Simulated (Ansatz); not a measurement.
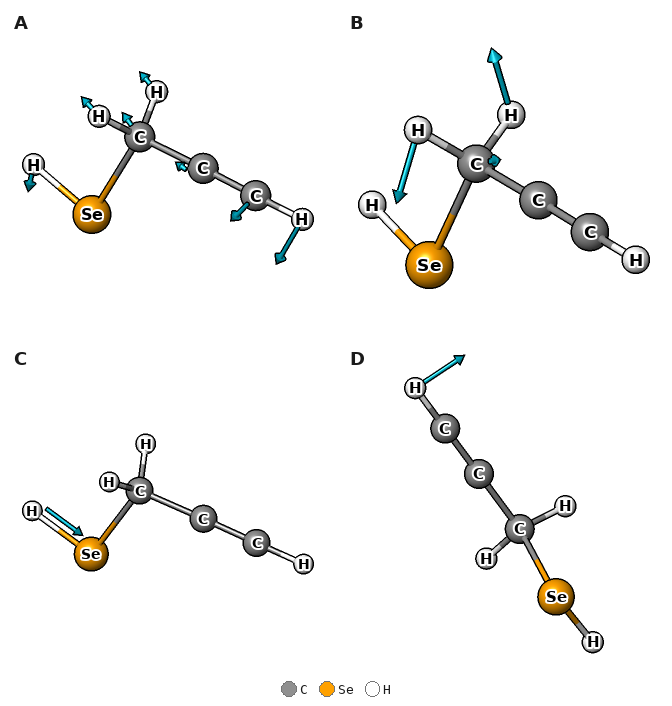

4 normal modes of one molecule or complex, as arrows. Harmonic vibrations computed with RKS PBE0-D4/def2-TZVP (Ansatz 0.2.0) at a stationary point of the same level.

**Match the panels to the wavenumbers 141 cm⁻¹, 677 cm⁻¹, 848 cm⁻¹, 2434 cm⁻¹.**

A: 141 cm⁻¹
B: 848 cm⁻¹, H–C–Se bending
C: 2434 cm⁻¹, Se–H stretching
D: 677 cm⁻¹
